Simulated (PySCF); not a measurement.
**UTPSSh/def2-SVP run of SiNH5Se+ (SMILES [NH2+][SiH2][SeH])**

Aim: the vertical doublet–quartet gap of SiNH5Se+ at UTPSSh/def2-SVP, from 2 runs. Input form: a Python script.

The calculation is run with PySCF 2.14.0.

## 1. The molecule

The species is SiNH5Se+ (8 atoms), meant as a doublet with charge +1. As SMILES, `[NH2+][SiH2][SeH]`. The shape comes from GFN2-xTB, which is rough for such elements, and wasn't checked as a minimum. This is one conformer, not always the lowest.

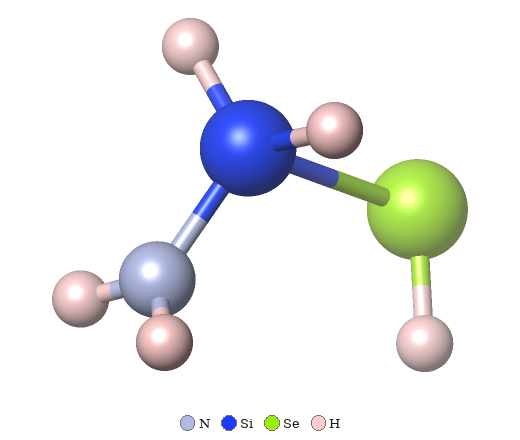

Viewed from a chosen angle; nitrogen light blue, silicon blue, selenium green, hydrogen pink.

## 2. The energy at UTPSSh/def2-SVP

mol.xyz reads:

```xyz
8

N     -0.876260     0.357030    -0.792440
Si     0.560870     0.643760     0.049190
Se     1.145560    -1.649270     1.132110
H     -0.918800     0.017130    -1.744090
H     -1.793540     0.624830    -0.462260
H      0.353190     1.385190     1.280410
H      1.745760     0.728080    -0.785180
H     -0.216790    -2.106740     1.322270
```

calc.py reads:

```python
# [NH2+][SiH2][SeH]
from pyscf import gto, dft

system = gto.M(
    atom='mol.xyz',
    verbose=3,
    basis='def2-svp',
    max_memory=1860,
    spin=1,
    charge=1,
)

calc0 = dft.UKS(system, xc='tpssh')
calc0.conv_tol = 1e-10
calc0.grids.level = 3
calc0.kernel()
if not calc0.converged:
    calc0 = calc0.newton().run(calc0.mo_coeff, calc0.mo_occ)

e_final = calc0.e_tot
print('Final energy', e_final)
```

Run with:

```
$ OMP_NUM_THREADS=1 python calc.py
```

Standard output:

```text
WARN: HOMO -0.270168168291381 >= LUMO -0.270168168291382

converged SCF energy = -2748.06412494075  <S^2> = 0.75349712  2S+1 = 2.0034941
Final energy -2748.064124940748
```

Wall time 81 s (1 thread of Arm Neoverse V1, shared host); peak memory 0.49 GiB.

## 3. The quartet

run.py reads:

```python
from pyscf import gto, dft

mol = gto.Mole()
mol.atom = '''
N     -1.655891     0.674689    -1.497495
Si     1.059891     1.216530     0.092956
Se     2.164795    -3.116669     2.139378
H     -1.736280     0.032371    -3.295852
H     -3.389299     1.180758    -0.873545
H      0.667432     2.617630     2.419624
H      3.299008     1.375872    -1.483775
H     -0.409674    -3.981162     2.498728
'''
mol.verbose = 4
mol.charge = 1
mol.basis = 'def2-svp'
mol.max_memory = 1860
mol.spin = 3
mol.unit = 'bohr'
mol.build()

mf = dft.UKS(mol)
mf.xc = 'tpssh'
mf.grids.level = 3
mf.conv_tol = 1e-10
mf.kernel()
if not mf.converged:
    mf = mf.newton().run(mf.mo_coeff, mf.mo_occ)

e_tot = mf.e_tot
print(f'total energy: {e_tot:.8f} hartree')
```

Run with:

```
$ OMP_NUM_THREADS=1 python run.py
```

Standard output:

```text
PySCF version 2.14.0

[INPUT] num. atoms = 8
[INPUT] num. electrons = 59
[INPUT] charge = 1
[INPUT] spin (= nelec alpha-beta = 2S) = 3
[INPUT] symmetry False subgroup None
[INPUT] Mole.unit = bohr
[INPUT] Symbol           X                Y                Z      unit          X                Y                Z       unit  Magmom
[INPUT]  1 N     -0.876259780968   0.357030043258  -0.792440227467 AA   -1.655891000000   0.674689000000  -1.497495000000 Bohr   0.0
[INPUT]  2 Si     0.560870163259   0.643759952401   0.049190196818 AA    1.059891000000   1.216530000000   0.092956000000 Bohr   0.0
[INPUT]  3 Se     1.145560180314  -1.649270208781   1.132110083144 AA    2.164795000000  -3.116669000000   2.139378000000 Bohr   0.0
[INPUT]  4 H     -0.918799807776   0.017129995495  -1.744089768965 AA   -1.736280000000   0.032371000000  -3.295852000000 Bohr   0.0
[INPUT]  5 H     -1.793539791794   0.624830225211  -0.462260106713 AA   -3.389299000000   1.180758000000  -0.873545000000 Bohr   0.0
[INPUT]  6 H      0.353189804239   1.385190142621   1.280409879795 AA    0.667432000000   2.617630000000   2.419624000000 Bohr   0.0
[INPUT]  7 H      1.745759852243   0.728080107543  -0.785179916133 AA    3.299008000000   1.375872000000  -1.483775000000 Bohr   0.0
[INPUT]  8 H     -0.216790144706  -2.106740203381   1.322269913888 AA   -0.409674000000  -3.981162000000   2.498728000000 Bohr   0.0

nuclear repulsion = 228.818403262081
number of shells = 41
number of NR pGTOs = 169
number of NR cGTOs = 89
basis = def2-svp
ecp = {}

******** <class 'pyscf.dft.uks.UKS'> ********
method = UKS
initial guess = minao
damping factor = 0
level_shift factor = 0
DIIS = <class 'pyscf.scf.diis.CDIIS'>
diis_start_cycle = 1
diis_space = 8
diis_damp = 0
SCF conv_tol = 1e-10
SCF conv_tol_grad = None
SCF max_cycles = 50
direct_scf = True
direct_scf_tol = 1e-13
number electrons alpha = 31  beta = 28
XC library pyscf.dft.libxc version 7.0.0
    S. Lehtola, C. Steigemann, M. J.T. Oliveira, and M. A.L. Marques.,  SoftwareX 7, 1–5 (2018)
XC functionals = tpssh
radial grids:
    Treutler-Ahlrichs [JCP 102, 346 (1995); DOI:10.1063/1.469408] (M4) radial grids

becke partition: Becke, JCP 88, 2547 (1988); DOI:10.1063/1.454033
pruning grids: <function nwchem_prune>
grids dens level: 3
symmetrized grids: False
atomic radii adjust function: <function treutler_atomic_radii_adjust>
small_rho_cutoff = 0
Set gradient conv threshold to 1e-05
tot grids = 102552
init E= -2747.41977291603
[... the frontier-level lines of each cycle are left out ...]


cycle= 1 E= -2747.8185302768  delta_E= -0.399  |g|= 0.309  |ddm|= 2.44


cycle= 2 E= -2747.2550424914  delta_E= 0.563  |g|= 0.858  |ddm|= 2.81


cycle= 3 E= -2747.8660662329  delta_E= -0.611  |g|= 0.111  |ddm|= 2.58


cycle= 4 E= -2747.87375378957  delta_E= -0.00769  |g|= 0.0787  |ddm|= 0.459


cycle= 5 E= -2747.87794135314  delta_E= -0.00419  |g|= 0.0231  |ddm|= 0.146


cycle= 6 E= -2747.87826709602  delta_E= -0.000326  |g|= 0.018  |ddm|= 0.0777


cycle= 7 E= -2747.87844908507  delta_E= -0.000182  |g|= 0.00357  |ddm|= 0.0275


cycle= 8 E= -2747.87846048502  delta_E= -1.14e-05  |g|= 0.00114  |ddm|= 0.0157


cycle= 9 E= -2747.87846167817  delta_E= -1.19e-06  |g|= 0.000368  |ddm|= 0.00503


cycle= 10 E= -2747.87846187988  delta_E= -2.02e-07  |g|= 0.000177  |ddm|= 0.00239


cycle= 11 E= -2747.87846191524  delta_E= -3.54e-08  |g|= 6.13e-05  |ddm|= 0.00135


cycle= 12 E= -2747.87846192064  delta_E= -5.41e-09  |g|= 3.57e-05  |ddm|= 0.000372


cycle= 13 E= -2747.87846192205  delta_E= -1.4e-09  |g|= 9.61e-06  |ddm|= 0.000244


cycle= 14 E= -2747.87846192229  delta_E= -2.39e-10  |g|= 7.79e-06  |ddm|= 0.000142


cycle= 15 E= -2747.87846192235  delta_E= -6.18e-11  |g|= 1.62e-06  |ddm|= 5.93e-05


Extra cycle  E= -2747.87846192232  delta_E= 2.82e-11  |g|= 1.92e-06  |ddm|= 8.29e-06
converged SCF energy = -2747.87846192232  <S^2> = 3.7585889  2S+1 = 4.0042921
total energy: -2747.87846192 hartree
```

It took 68 s on 1 thread of Arm Neoverse V1, shared host; peak memory 0.49 GiB.

## 4. Outcome

At UTPSSh/def2-SVP:

```
                                        quantity           value
                           doublet: total energy  -2748.06412 Eh
     doublet: HOMO energy (highest over α and β)       -12.05 eV
      doublet: LUMO energy (lowest over α and β)       -10.85 eV
                                   doublet: ⟨S²⟩           0.753
                           quartet: total energy  -2747.87846 Eh
     quartet: HOMO energy (highest over α and β)        -7.14 eV
                                   quartet: ⟨S²⟩           3.759
vertical energy of the quartet above the doublet        5.052 eV
```

At this shape the quartet lies 5.05 eV (117 kcal/mol) above the doublet. Mulliken charges (quartet) run from -0.13 on N1 to +0.41 on Se3; they depend strongly on the basis.
